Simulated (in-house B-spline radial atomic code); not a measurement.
# In⁹⁺: binding energies from hole states

Aim: binding energies of the shells of In⁹⁺, from runs with electrons taken out, set against the orbital energies of the parent.

Method: Dirac-Hartree-Fock, average of configuration, Fermi nucleus, basis-set limit. Code: in-house B-spline radial atomic code version 1.

## (1) The system

* element: indium (Z = 49)
* charge: +9
* electrons: 40
* configuration: [Kr] 4d4
* Hamiltonian: Dirac-Coulomb
* nucleus: Fermi, rms radius 4.616 fm

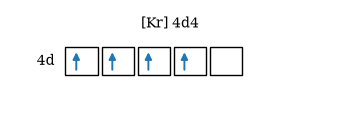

The shells outside the core, filled by Hund's rule for the drawing.

The boxes draw the filling by Hund's rule, which heavy ions in jj coupling don't follow; these runs average over all states of the configuration.

Settings of the run:

```ini
Z = 49
electrons = 40.0
configuration = [Kr] 4d4
hamiltonian = dirac
method = hf
spin_polarised = False
nucleus = fermi
rms_radius = 4.6156
mass_number = 115
atomic_mass = 114.903878772
speed_of_light = 137.035999084
```

From the earlier run of the reference: total energy -5855.974538 hartree. Levels, eight at most:

```
orbital  occupation  energy (eV)  <r> (bohr)
  3p3/2           4      -861.00      0.3479
  3d3/2           4      -645.56      0.3205
  3d5/2           6      -637.56      0.3239
  4s1/2           2      -299.27      0.8164
  4p1/2           2      -253.63      0.8513
  4p3/2           4      -245.75      0.8728
  4d3/2         1.6      -178.11      0.9626
  4d5/2         2.4      -176.86      0.9701
```

## (2) The 1s hole

Settings: those of step 1 with these lines changed.

```diff
@@ -1,4 +1,4 @@
 Z = 49
-electrons = 40.0
-configuration = [Kr] 4d4
+electrons = 39.0
+configuration = 1s1 2s2 2p6 3s2 3p6 3d10 4s2 4p6 4d4
 hamiltonian = dirac
```

The program writes no log. Results of the run, from its result record (rounded, main fields):

```text
status: converged
iterations: 9
energy [hartree]: {"total": -4818.99607325, "kinetic": 5043.85624408, "nuclear": -11669.382192, "coulomb": 1924.92808294, "exact_exchange": -118.398208288}
breit [hartree]: {"gaunt": 2.207381, "retardation": -0.2959539, "frequency_dependence": -0.02153391}
qed [hartree]: {"self_energy": 1.834303, "uehling": -0.2296074, "wichmann_kroll": 0.004576219}
recoil [hartree]: 0.01660679
total_with_corrections [hartree]: -4815.48030117
orbitals [hartree, bohr; first row names the columns]:
  - ["name", "occ", "eps", "<r>"]
  - ["1s1/2", 1.0, -1066.7346, 0.029601]
  - ["2s1/2", 2.0, -171.20021, 0.12608]
  - ["2p1/2", 2.0, -161.61262, 0.10628]
  - ["2p3/2", 4.0, -153.27106, 0.11152]
  - ["3s1/2", 2.0, -40.21637, 0.33902]
  - ["3p1/2", 2.0, -35.891181, 0.32844]
  - ["3p3/2", 4.0, -34.314249, 0.33895]
  - ["3d3/2", 4.0, -26.241059, 0.31029]
  - ["3d5/2", 6.0, -25.912596, 0.31373]
  - ["4s1/2", 2.0, -12.262211, 0.79097]
  - ["4p1/2", 2.0, -10.575085, 0.818]
  - ["4p3/2", 4.0, -10.250906, 0.83877]
  - ["4d3/2", 1.6, -7.6405241, 0.91188]
  - ["4d5/2", 2.4, -7.5861249, 0.91909]
sum_r [bohr^k]: {"-1": 238.1522, "1": 16.9925, "2": 12.26652}
energy_minus_base [hartree]: 1036.97846
energy_minus_base_with_corrections [hartree]: 1033.67029
```

Wall time 0.9 s (1 thread, shared host).

energy_minus_base is the energy less that of the reference run.

## (3) The 2s hole

Settings: those of step 2 with these lines changed.

```diff
@@ -2,3 +2,3 @@
 electrons = 39.0
-configuration = 1s1 2s2 2p6 3s2 3p6 3d10 4s2 4p6 4d4
+configuration = 1s2 2s1 2p6 3s2 3p6 3d10 4s2 4p6 4d4
 hamiltonian = dirac
```

Result record:

```text
status: converged
iterations: 9
energy [hartree]: {"total": -5692.69610537, "kinetic": 5973.73708158, "nuclear": -13517.8405623, "coulomb": 1990.52437158, "exact_exchange": -139.116996189}
breit [hartree]: {"gaunt": 4.378354, "retardation": -0.4537428, "frequency_dependence": -0.04042528}
qed [hartree]: {"self_energy": 2.954977, "uehling": -0.3797069, "wichmann_kroll": 0.007570772}
recoil [hartree]: 0.01838229
total_with_corrections [hartree]: -5686.21069606
orbitals [hartree, bohr; first row names the columns]:
  - ["name", "occ", "eps", "<r>"]
  - ["1s1/2", 2.0, -1045.9313, 0.029707]
  - ["2s1/2", 1.0, -169.35909, 0.12781]
  - ["2p1/2", 2.0, -157.97061, 0.10781]
  - ["2p3/2", 4.0, -150.06588, 0.11298]
  - ["3s1/2", 2.0, -39.86067, 0.34097]
  - ["3p1/2", 2.0, -35.509392, 0.33131]
  - ["3p3/2", 4.0, -33.992439, 0.3416]
  - ["3d3/2", 4.0, -26.243103, 0.3114]
  - ["3d5/2", 6.0, -25.923318, 0.31475]
  - ["4s1/2", 2.0, -12.196055, 0.79482]
  - ["4p1/2", 2.0, -10.507733, 0.82293]
  - ["4p3/2", 4.0, -10.194412, 0.84323]
  - ["4d3/2", 1.6, -7.6456071, 0.91242]
  - ["4d5/2", 2.4, -7.5924516, 0.91945]
sum_r [bohr^k]: {"-1": 275.8769, "1": 16.97481, "2": 12.34314}
energy_minus_base [hartree]: 163.278433
energy_minus_base_with_corrections [hartree]: 162.939896
```

Wall time 0.94 s (1 thread, shared host).

## (4) The 2p1/2 hole

In configurations, a minus sign after the shell means j = l − 1/2 and a plus sign j = l + 1/2; the count of electrons follows.

Settings: those of step 3 with these lines changed.

```diff
@@ -2,3 +2,3 @@
 electrons = 39.0
-configuration = 1s2 2s1 2p6 3s2 3p6 3d10 4s2 4p6 4d4
+configuration = 1s2 2s2 2p-1 2p+4 3s2 3p6 3d10 4s2 4p6 4d4
 hamiltonian = dirac
```

Result record:

```text
status: converged
iterations: 9
energy [hartree]: {"total": -5703.92189272, "kinetic": 5986.91460805, "nuclear": -13533.783277, "coulomb": 1982.49771651, "exact_exchange": -139.55094031}
breit [hartree]: {"gaunt": 4.209178, "retardation": -0.424802, "frequency_dependence": -0.03875181}
qed [hartree]: {"self_energy": 3.121383, "uehling": -0.3993375, "wichmann_kroll": 0.00795629}
recoil [hartree]: 0.01941803
total_with_corrections [hartree]: -5697.4268487
orbitals [hartree, bohr; first row names the columns]:
  - ["name", "occ", "eps", "<r>"]
  - ["1s1/2", 2.0, -1047.4154, 0.029682]
  - ["2s1/2", 2.0, -169.07505, 0.12714]
  - ["2p1/2", 1.0, -159.35699, 0.10834]
  - ["2p3/2", 4.0, -151.04408, 0.11273]
  - ["3s1/2", 2.0, -39.982448, 0.34067]
  - ["3p1/2", 2.0, -35.456133, 0.33093]
  - ["3p3/2", 4.0, -34.06868, 0.34099]
  - ["3d3/2", 4.0, -26.18309, 0.31175]
  - ["3d5/2", 6.0, -25.975708, 0.31403]
  - ["4s1/2", 2.0, -12.218124, 0.7937]
  - ["4p1/2", 2.0, -10.498192, 0.82332]
  - ["4p3/2", 4.0, -10.208101, 0.84219]
  - ["4d3/2", 1.6, -7.6357797, 0.91337]
  - ["4d5/2", 2.4, -7.6000586, 0.91835]
sum_r [bohr^k]: {"-1": 276.2024, "1": 16.97948, "2": 12.33025}
energy_minus_base [hartree]: 152.052645
energy_minus_base_with_corrections [hartree]: 151.723744
```

Run time: 0.93 s. Hardware: 1 thread, shared host.

## (5) The 2p3/2 hole

Settings: those of step 4 with these lines changed.

```diff
@@ -2,3 +2,3 @@
 electrons = 39.0
-configuration = 1s2 2s2 2p-1 2p+4 3s2 3p6 3d10 4s2 4p6 4d4
+configuration = 1s2 2s2 2p-2 2p+3 3s2 3p6 3d10 4s2 4p6 4d4
 hamiltonian = dirac
```

Result record:

```text
status: converged
iterations: 9
energy [hartree]: {"total": -5711.66690914, "kinetic": 6011.42926707, "nuclear": -13568.1433103, "coulomb": 1984.93234268, "exact_exchange": -139.885208589}
breit [hartree]: {"gaunt": 4.317382, "retardation": -0.4248523, "frequency_dependence": -0.03129383}
qed [hartree]: {"self_energy": 3.106837, "uehling": -0.3998244, "wichmann_kroll": 0.007966988}
recoil [hartree]: 0.01935474
total_with_corrections [hartree]: -5705.07133931
orbitals [hartree, bohr; first row names the columns]:
  - ["name", "occ", "eps", "<r>"]
  - ["1s1/2", 2.0, -1046.8704, 0.029686]
  - ["2s1/2", 2.0, -168.95393, 0.12719]
  - ["2p1/2", 2.0, -158.82611, 0.10764]
  - ["2p3/2", 3.0, -150.99937, 0.11359]
  - ["3s1/2", 2.0, -39.971109, 0.34076]
  - ["3p1/2", 2.0, -35.574521, 0.33083]
  - ["3p3/2", 4.0, -33.995174, 0.34087]
  - ["3d3/2", 4.0, -26.284112, 0.31086]
  - ["3d5/2", 6.0, -25.901045, 0.31481]
  - ["4s1/2", 2.0, -12.216128, 0.79384]
  - ["4p1/2", 2.0, -10.519449, 0.8221]
  - ["4p3/2", 4.0, -10.194761, 0.84309]
  - ["4d3/2", 1.6, -7.6516686, 0.91158]
  - ["4d5/2", 2.4, -7.5888432, 0.91973]
sum_r [bohr^k]: {"-1": 276.9036, "1": 16.97879, "2": 12.33461}
energy_minus_base [hartree]: 144.307629
energy_minus_base_with_corrections [hartree]: 144.079253
```

It took 0.9 s on 1 thread, shared host.

## (6) The 3s hole

Settings: those of step 5 with these lines changed.

```diff
@@ -2,3 +2,3 @@
 electrons = 39.0
-configuration = 1s2 2s2 2p-2 2p+3 3s2 3p6 3d10 4s2 4p6 4d4
+configuration = 1s2 2s2 2p6 3s1 3p6 3d10 4s2 4p6 4d4
 hamiltonian = dirac
```

Result record:

```text
status: converged
iterations: 9
energy [hartree]: {"total": -5818.67100943, "kinetic": 6114.20567077, "nuclear": -13820.2940294, "coulomb": 2032.75513783, "exact_exchange": -145.337788645}
breit [hartree]: {"gaunt": 4.562053, "retardation": -0.4659078, "frequency_dependence": -0.03910226}
qed [hartree]: {"self_energy": 3.07896, "uehling": -0.3950663, "wichmann_kroll": 0.007874047}
recoil [hartree]: 0.01895658
total_with_corrections [hartree]: -5811.90324252
orbitals [hartree, bohr; first row names the columns]:
  - ["name", "occ", "eps", "<r>"]
  - ["1s1/2", 2.0, -1041.6449, 0.029706]
  - ["2s1/2", 2.0, -166.50297, 0.12797]
  - ["2p1/2", 2.0, -155.51943, 0.10847]
  - ["2p3/2", 4.0, -147.72373, 0.11369]
  - ["3s1/2", 1.0, -39.593635, 0.3456]
  - ["3p1/2", 2.0, -34.809821, 0.33495]
  - ["3p3/2", 4.0, -33.330022, 0.34541]
  - ["3d3/2", 4.0, -25.640827, 0.31672]
  - ["3d5/2", 6.0, -25.33986, 0.32005]
  - ["4s1/2", 2.0, -12.121862, 0.79793]
  - ["4p1/2", 2.0, -10.440438, 0.8283]
  - ["4p3/2", 4.0, -10.129772, 0.84864]
  - ["4d3/2", 1.6, -7.5920079, 0.91995]
  - ["4d5/2", 2.4, -7.5405671, 0.92687]
sum_r [bohr^k]: {"-1": 282.0495, "1": 16.91482, "2": 12.43116}
energy_minus_base [hartree]: 37.3035284
energy_minus_base_with_corrections [hartree]: 37.2473498
```

Run time: 0.91 s. Hardware: 1 thread, shared host.

## (7) The 3p1/2 hole

Settings: those of step 6 with these lines changed.

```diff
@@ -2,3 +2,3 @@
 electrons = 39.0
-configuration = 1s2 2s2 2p6 3s1 3p6 3d10 4s2 4p6 4d4
+configuration = 1s2 2s2 2p6 3s2 3p-1 3p+4 3d10 4s2 4p6 4d4
 hamiltonian = dirac
```

Result record:

```text
status: converged
iterations: 9
energy [hartree]: {"total": -5823.20710859, "kinetic": 6119.34104578, "nuclear": -13828.1012493, "coulomb": 2031.26423138, "exact_exchange": -145.711136491}
breit [hartree]: {"gaunt": 4.534294, "retardation": -0.4610191, "frequency_dependence": -0.03896066}
qed [hartree]: {"self_energy": 3.112053, "uehling": -0.3988963, "wichmann_kroll": 0.00794914}
recoil [hartree]: 0.01914875
total_with_corrections [hartree]: -5816.43254
orbitals [hartree, bohr; first row names the columns]:
  - ["name", "occ", "eps", "<r>"]
  - ["1s1/2", 2.0, -1041.8286, 0.029703]
  - ["2s1/2", 2.0, -166.66861, 0.12781]
  - ["2p1/2", 2.0, -155.50523, 0.1086]
  - ["2p3/2", 4.0, -147.841, 0.11366]
  - ["3s1/2", 2.0, -39.329815, 0.34386]
  - ["3p1/2", 1.0, -35.114803, 0.33697]
  - ["3p3/2", 4.0, -33.506096, 0.34507]
  - ["3d3/2", 4.0, -25.526111, 0.31654]
  - ["3d5/2", 6.0, -25.408909, 0.31986]
  - ["4s1/2", 2.0, -12.1495, 0.79822]
  - ["4p1/2", 2.0, -10.412381, 0.82799]
  - ["4p3/2", 4.0, -10.138875, 0.8481]
  - ["4d3/2", 1.6, -7.5892845, 0.9202]
  - ["4d5/2", 2.4, -7.5442476, 0.92638]
sum_r [bohr^k]: {"-1": 282.2089, "1": 16.91756, "2": 12.42835}
energy_minus_base [hartree]: 32.7674293
energy_minus_base_with_corrections [hartree]: 32.7180523
```

Wall time 0.9 s (1 thread, shared host).

## (8) The 3p3/2 hole

Settings: those of step 7 with these lines changed.

```diff
@@ -2,3 +2,3 @@
 electrons = 39.0
-configuration = 1s2 2s2 2p6 3s2 3p-1 3p+4 3d10 4s2 4p6 4d4
+configuration = 1s2 2s2 2p6 3s2 3p-2 3p+3 3d10 4s2 4p6 4d4
 hamiltonian = dirac
```

Result record:

```text
status: converged
iterations: 9
energy [hartree]: {"total": -5824.64774722, "kinetic": 6123.91929492, "nuclear": -13835.3045803, "coulomb": 2032.58815068, "exact_exchange": -145.850612477}
breit [hartree]: {"gaunt": 4.554165, "retardation": -0.4610272, "frequency_dependence": -0.03743832}
qed [hartree]: {"self_energy": 3.109419, "uehling": -0.3990012, "wichmann_kroll": 0.007951434}
recoil [hartree]: 0.01912916
total_with_corrections [hartree]: -5817.85454926
orbitals [hartree, bohr; first row names the columns]:
  - ["name", "occ", "eps", "<r>"]
  - ["1s1/2", 2.0, -1041.7102, 0.029704]
  - ["2s1/2", 2.0, -166.60674, 0.12782]
  - ["2p1/2", 2.0, -155.57473, 0.10845]
  - ["2p3/2", 4.0, -147.71127, 0.11381]
  - ["3s1/2", 2.0, -39.304956, 0.34391]
  - ["3p1/2", 2.0, -34.960502, 0.33481]
  - ["3p3/2", 3.0, -33.519367, 0.34762]
  - ["3d3/2", 4.0, -25.662138, 0.31673]
  - ["3d5/2", 6.0, -25.273162, 0.32002]
  - ["4s1/2", 2.0, -12.146447, 0.79844]
  - ["4p1/2", 2.0, -10.446208, 0.82803]
  - ["4p3/2", 4.0, -10.120293, 0.84715]
  - ["4d3/2", 1.6, -7.5924371, 0.91992]
  - ["4d5/2", 2.4, -7.537836, 0.92722]
sum_r [bohr^k]: {"-1": 282.3559, "1": 16.91323, "2": 12.42945}
energy_minus_base [hartree]: 31.3267906
energy_minus_base_with_corrections [hartree]: 31.296043
```

Run time: 0.91 s. Hardware: 1 thread, shared host.

## (9) What the holes cost

| hole | ΔSCF (eV) | with Breit, QED, recoil (eV) | −ε of the parent (eV) | −ε less ΔSCF (eV) |
| --- | --- | --- | --- | --- |
| 1s | 28217.6 | 28127.6 | 28274.9 | 57.33 |
| 2s | 4443.03 | 4433.82 | 4470.42 | 27.39 |
| 2p1/2 | 4137.56 | 4128.61 | 4168.25 | 30.69 |
| 2p3/2 | 3926.81 | 3920.60 | 3956.41 | 29.60 |
| 3s | 1015.08 | 1013.55 | 1023.62 | 8.54 |
| 3p1/2 | 891.65 | 890.30 | 900.60 | 8.95 |
| 3p3/2 | 852.45 | 851.61 | 861.00 | 8.55 |

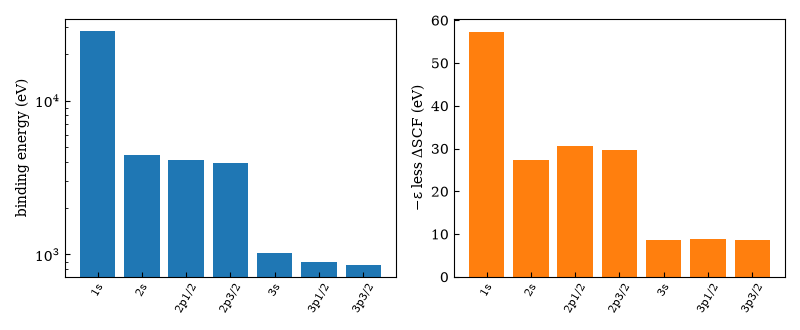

Binding energies (left) and their distance from the parent's orbital energies (right).

**Reading.** Relaxation of the remaining electrons brings each binding energy under −ε, by 57.3 eV for 1s and 8.55 eV for 3p3/2. The difference of the 1s and 2p3/2 holes gives a Kα1 line at 24207.0 eV for this charge state (with Breit, QED and recoil). The spin-orbit splitting of the 2p hole is 208.02 eV with those corrections. Values are for the free ion, measured from the vacuum level.
